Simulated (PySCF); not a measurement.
# ZrF₃⁺: relaxation and vibrations of the singlet

Aim: relax ZrF₃⁺ as a singlet from a hand-made trigonal planar geometry, check by its vibrations whether the end is a minimum, and collect its spectrum and constants.

The runs use PySCF 2.14.0; PBE0, basis Zr def2-TZVP with ECP28, F def2-TZVP, scalar-relativistic core potentials, no spin–orbit coupling, density fitting.

## Step 1: The starting structure

4 atoms, charge 1, spin multiplicity 1.

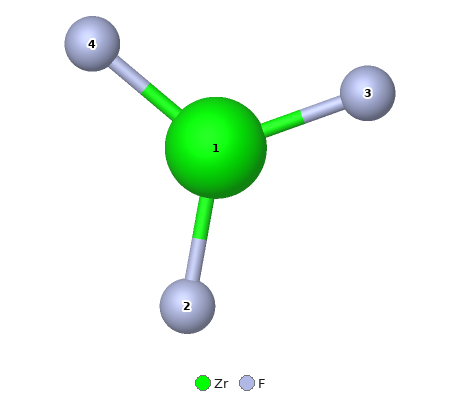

The starting geometry (zirconium green, fluorine light blue); atoms are numbered from 1 in the order of the file.

Z-matrix (Å, degrees; charge 1 multiplicity 1):
```
Zr
F  1 2.1364
F  1 2.1364 2 120.00
F  1 2.1364 2 120.00 3 180.00
```

## Step 2: Relaxation: trigonal planar start, singlet

One driver script runs all steps and calls PySCF; scf.py shows how it sets up the SCF of each step. The optimiser is the driver's own. Before each start the driver seeks the lowest SCF state from one or more starting densities and follows internal instabilities, so scf.py alone need not reach the same state.

The program finds D3h symmetry in the start, which this walk keeps. Threshold on the gradient: 0.0003 Eh/bohr, with a further test on the energy change.

scf.py reads:

```python
from pyscf import gto, scf, dft
mol = gto.M(atom='''
Zr    -0.000000     0.000000    -0.000000
F      2.136413    -0.000012    -0.000000
F     -1.068197     1.850194     0.000000
F     -1.068217    -1.850183    -0.000000''',
    basis={'Zr': 'def2-TZVP', 'F': 'def2-TZVP'},
    ecp={'Zr': 'def2-TZVP'},
    charge=1, spin=0)
mf = dft.RKS(mol, xc='PBE0')
mf.grids.atom_grid = (50, 194)
aux = {'Zr': 'def2-universal-JKFIT', 'F': 'def2-universal-JKFIT'}
mf = mf.density_fit(auxbasis=aux)
mf.kernel()
```

Energy and gradient, step by step:

```
step  energy (Eh)  change (kJ/mol)  largest symmetric gradient (Eh/bohr)
   0  -346.233061             0.00                               0.10732
   1  -346.323007          -236.15                               0.06247
   2  -346.336947          -272.75                               0.04935
   3  -346.344421          -292.37                               0.00900
   4  -346.344742          -293.22                               0.00127
   5  -346.344749          -293.23                               0.00004
```

The walk took 18 s on 8 threads, shared host.

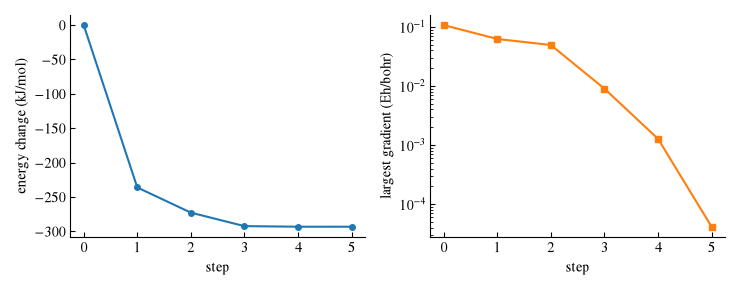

Energy and largest gradient along the walk.

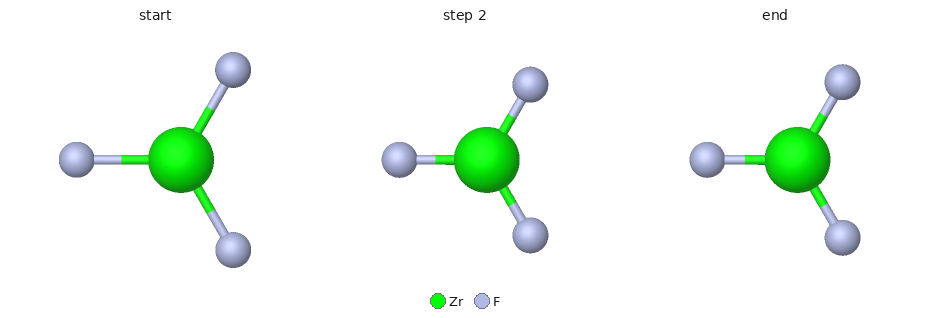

Start and end of the relaxation, with a step between.

After 5 steps and 293.2 kJ/mol it ends at D3h: Zr–F 1.846 Å (×3); F–Zr–F 120.0° (×3).

## Step 3: Is it a minimum? Harmonic modes

The point is checked on the finer grid, and tightened if its gradient asks for it. The Hessian and the dipole derivatives come from central differences of analytic gradients, with steps of 0.01 bohr.

Changes to scf.py since step 2:

```diff
@@ -4,3 +4,3 @@
-F      2.136413    -0.000012    -0.000000
-F     -1.068197     1.850194     0.000000
-F     -1.068217    -1.850183    -0.000000''',
+F      1.846069    -0.000010     0.000000
+F     -0.923026     1.598748     0.000000
+F     -0.923043    -1.598738    -0.000000''',
@@ -11 +11 @@
-mf.grids.atom_grid = (50, 194)
+mf.grids.atom_grid = (75, 302)
```

The driver hands on the density of the step before, so the log starts near convergence.

Log of the central SCF (cycles and frontier levels):

```text
init E= -346.345065785304
  HOMO = -0.669027293540259  LUMO = -0.370146728389894  gap/eV = 8.13295
cycle= 1 E= -346.345065785267  delta_E= 3.76e-11  |g|= 1.76e-05  |ddm|= 1.2e-05
  HOMO = -0.669030355966813  LUMO = -0.370144413382903  gap/eV = 8.13310
cycle= 2 E= -346.345065785095  delta_E= 1.72e-10  |g|= 3.7e-05  |ddm|= 2.37e-05
  HOMO = -0.66902819924567  LUMO = -0.370145849926317  gap/eV = 8.13300
cycle= 3 E= -346.345065785317  delta_E= -2.22e-10  |g|= 2.85e-07  |ddm|= 1.57e-05
  HOMO = -0.6690282242542  LUMO = -0.370145902308263  gap/eV = 8.13300
cycle= 4 E= -346.345065785317  delta_E= -2.84e-13  |g|= 3.09e-08  |ddm|= 2.45e-07
  HOMO = -0.66902822413593  LUMO = -0.370145902243959  gap/eV = 8.13300
Extra cycle  E= -346.345065785317  delta_E= -1.14e-13  |g|= 5.79e-08  |ddm|= 3.47e-08
converged SCF energy = -346.345065785317
```

The whole step took 24 s.

Geometry: D3h; Zr–F 1.846 Å (×3); F–Zr–F 120.0° (×3).

Harmonic modes (main isotopes):

```json
{"symmetry": "a2''", "ω (cm⁻¹)": "111i", "IR (km/mol)": "85.3", "type": "bend"}
{"symmetry": "e'", "ω (cm⁻¹)": "176", "IR (km/mol)": "24.0", "type": "bend"}
{"symmetry": "a1'", "ω (cm⁻¹)": "734", "IR (km/mol)": "0.0", "type": "stretch"}
{"symmetry": "e'", "ω (cm⁻¹)": "775", "IR (km/mol)": "487", "type": "stretch"}
```

1 mode is imaginary, the largest at 111i cm⁻¹: a saddle point, not a minimum.

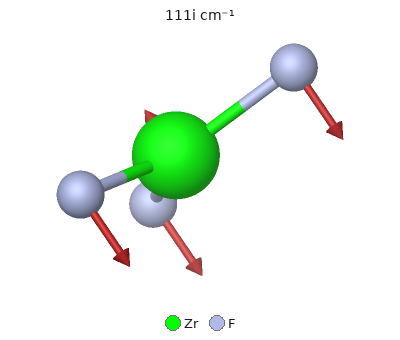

The imaginary mode, as arrows.

Properties at this point:

- Dipole moment about the centre of mass: 0.00 D
- Highest occupied level: -18.21 eV
- Lowest empty level: -10.07 eV
- Rotational constants: 0.1736, 0.1736, 0.08679 cm⁻¹
- Zero-point energy (real modes): 15.8 kJ/mol
- Principal polarisabilities: 14.7, 29.9, 29.9 bohr³
- Principal traceless quadrupole moments about the centre of mass: -5.02, -5.02, 10.04 D Å

Populations by atom (charges in e):

| atom | Mulliken | Löwdin | polar tensor | Mayer order to Zr1 |
| --- | --- | --- | --- | --- |
| Zr1 | 2.00 | 1.42 | 3.06 | – |
| F2,3,4 | -0.33 | -0.14 | -0.69 | 1.09 |

Mulliken populations on Zr1 (outside its core potential): s 2.08, p 6.16, d 1.59, f 0.16.

## Step 4: Leaving the saddle point

The start is the last point, displaced along its most imaginary mode.

The program finds C3v symmetry in the start, which this walk keeps. Threshold on the gradient: 0.0003 Eh/bohr, with a further test on the energy change.

Changes to scf.py since step 3:

```diff
@@ -3,4 +3,4 @@
-Zr    -0.000000     0.000000    -0.000000
-F      1.846069    -0.000010     0.000000
-F     -0.923026     1.598748     0.000000
-F     -0.923043    -1.598738    -0.000000''',
+Zr     0.000000     0.000000    -0.158488
+F      1.846069    -0.000010     0.250000
+F     -0.923026     1.598748     0.250000
+F     -0.923043    -1.598738     0.250000''',
@@ -11 +11 @@
-mf.grids.atom_grid = (75, 302)
+mf.grids.atom_grid = (50, 194)
```

The optimiser's trace:

```csv
step,energy (Eh),change (kJ/mol),largest symmetric gradient (Eh/bohr)
0,-346.343888,0.00,0.03217
1,-346.348962,-13.32,0.00550
2,-346.349531,-14.81,0.00277
3,-346.350006,-16.06,0.00471
4,-346.350148,-16.44,0.00345
5,-346.350182,-16.52,0.00145
6,-346.350189,-16.54,0.00001
```

The walk took 25 s.

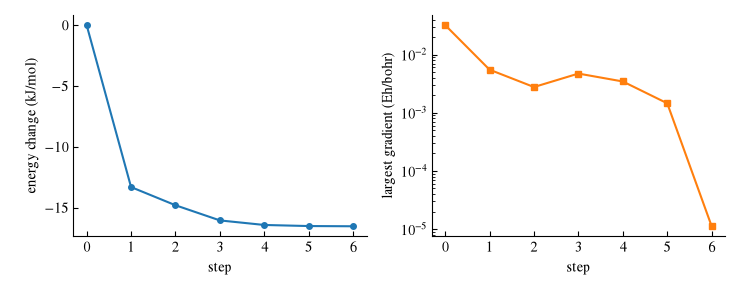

How energy and gradient fall.

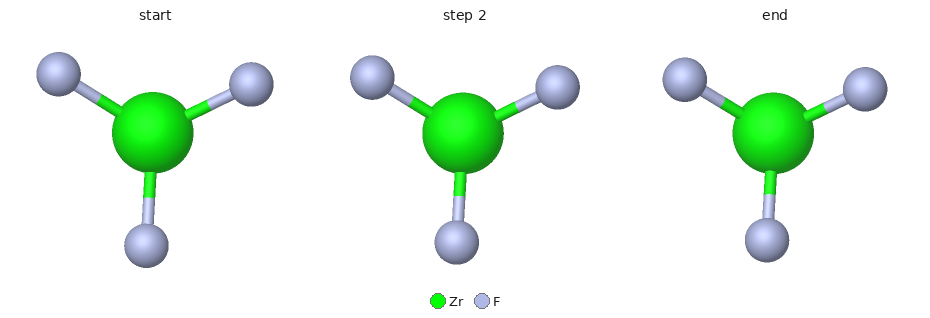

Start and end of the relaxation, with a step between.

End point (C3v, 6 steps, 16.5 kJ/mol gained): Zr–F 1.835 Å (×3); F–Zr–F 109.2° (×3).

## Step 5: Is it a minimum? Harmonic modes

The same treatment as at the point before.

Changes to scf.py since step 4:

```diff
@@ -3,4 +3,4 @@
-Zr     0.000000     0.000000    -0.158488
-F      1.846069    -0.000010     0.250000
-F     -0.923026     1.598748     0.250000
-F     -0.923043    -1.598738     0.250000''',
+Zr     0.000000    -0.000000    -0.221286
+F      1.736598    -0.000009     0.373128
+F     -0.868291     1.503943     0.373128
+F     -0.868307    -1.503933     0.373128''',
@@ -11 +11 @@
-mf.grids.atom_grid = (50, 194)
+mf.grids.atom_grid = (75, 302)
```

SCF at the final geometry:

```text
init E= -346.35019515349
  HOMO = -0.670433058919785  LUMO = -0.354169476500726  gap/eV = 8.60597
cycle= 1 E= -346.350195153426  delta_E= 6.37e-11  |g|= 2.46e-05  |ddm|= 1.93e-05
  HOMO = -0.670436782702607  LUMO = -0.354166290854174  gap/eV = 8.60616
cycle= 2 E= -346.350195153104  delta_E= 3.22e-10  |g|= 5.09e-05  |ddm|= 3.43e-05
  HOMO = -0.670433864066687  LUMO = -0.354168273584385  gap/eV = 8.60603
cycle= 3 E= -346.350195153527  delta_E= -4.22e-10  |g|= 2.3e-06  |ddm|= 2.28e-05
  HOMO = -0.670434043159386  LUMO = -0.354168323721499  gap/eV = 8.60603
cycle= 4 E= -346.350195153527  delta_E= -2.27e-13  |g|= 3.43e-08  |ddm|= 1.33e-06
  HOMO = -0.670434043203451  LUMO = -0.354168332859764  gap/eV = 8.60603
Extra cycle  E= -346.350195153527  delta_E= -1.14e-13  |g|= 5.44e-08  |ddm|= 5.52e-08
converged SCF energy = -346.350195153527
```

The whole step took 37 s.

Geometry: C3v; Zr–F 1.836 Å (×3); F–Zr–F 110.0° (×3).

Harmonic modes (main isotopes):

| symmetry | ω (cm⁻¹) | IR (km/mol) | type |
| --- | --- | --- | --- |
| a1 | 134 | 52.0 | bend |
| e | 181 | 20.4 | bend |
| a1 | 767 | 25.5 | stretch |
| e | 771 | 432 | stretch |

All wavenumbers are real: a minimum.

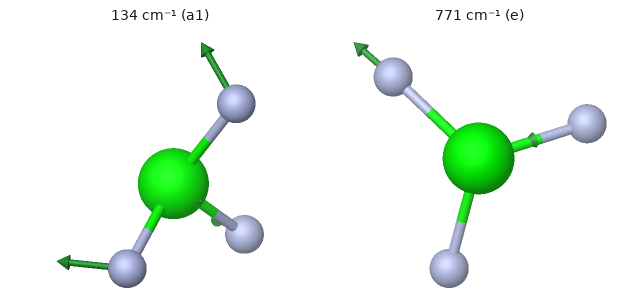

How the atoms move in 2 of the modes.

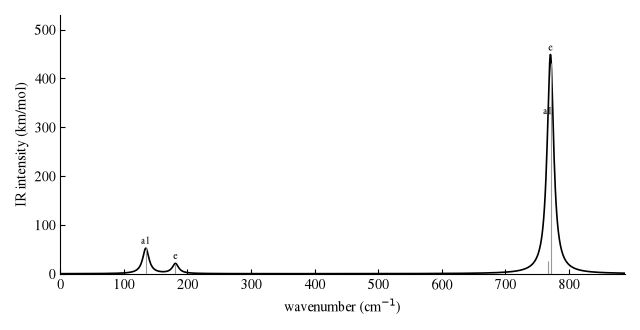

The harmonic infrared spectrum (widths in cm⁻¹). Lines are broadened to a width of 12 cm⁻¹ (Lorentzian).

Properties at this point:

```yaml
Dipole_moment_about_the_centre_of_mass: 4.74 D
Highest_occupied_level: -18.24 eV
Lowest_empty_level: -9.64 eV
Rotational_constants: 0.1715, 0.1715, 0.09808 cm⁻¹
Zero-point_energy: 16.8 kJ/mol
Principal_polarisabilities: 16.5, 29.0, 29.0 bohr³
Principal_traceless_quadrupole_moments_about_the_centre_of_mass: -4.34, -4.34, 8.68 D Å
Entropy_at_298.15_K_and_1_bar: 304.4 J/(mol K)
Heat_capacity_Cp_at_298.15_K: 65.7 J/(mol K)
Enthalpy_at_298.15_K_above_0_K: 15.47 kJ/mol
Rotational_symmetry_number: 3
```

Charges (e) and bond orders:

| atom | Mulliken | Löwdin | polar tensor | Mayer order to Zr1 |
| --- | --- | --- | --- | --- |
| Zr1 | 1.96 | 1.37 | 2.95 | – |
| F2,3,4 | -0.32 | -0.12 | -0.65 | 1.11 |

Mulliken populations on Zr1 (outside its core potential): s 2.10, p 6.14, d 1.64, f 0.16.

## Step 6: Would spin polarisation lower it?

At the lowest minimum the closed shell is tested against spin polarisation, on the (50, 194) grid. It is stable.

## Step 7: The points found, side by side

| spin | group | bonds | imaginary modes (cm⁻¹) | ΔE (kJ/mol) | with zero-point energy |
| --- | --- | --- | --- | --- | --- |
| singlet | C3v | Zr–F 1.836 Å (×3) | none | 0.0 | 0.0 |
| singlet | D3h | Zr–F 1.846 Å (×3) | 111i | 13.5 | – |

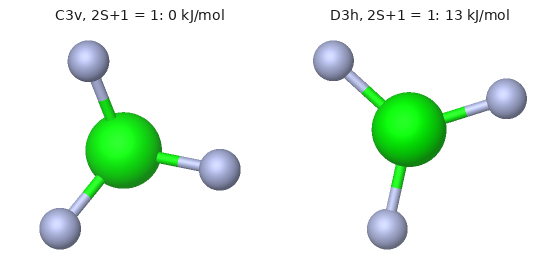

The points, lowest first (zirconium green, fluorine light blue).

## Step 8: What came out

| quantity | value |
| --- | --- |
| minimum | singlet, C3v |
| geometry | Zr–F 1.836 Å (×3); F–Zr–F 110.0° (×3) |
| wavenumbers (cm⁻¹) | 134 (a1), 181 (e), 767 (a1), 771 (e) |
| dipole moment (centre of mass) | 4.74 D |
| highest occupied, lowest empty level | -18.24, -9.64 eV |
| polar-tensor charge of Zr1 | +2.95 e |
| zero-point energy | 16.8 kJ/mol |
| entropy at 298.15 K | 304.4 J/(mol K) |

What this shows: From D3h at the start the molecule goes to a C3v minimum, after a first stop at a saddle point 13.5 kJ/mol higher, from which it was pushed off along an imaginary mode. The strongest infrared band lies at 771 cm⁻¹ (e, stretch). Only this shape and spin were tried, so other structures or states may lie lower.

The search up to here took 1.9 min on 8 threads, shared host.
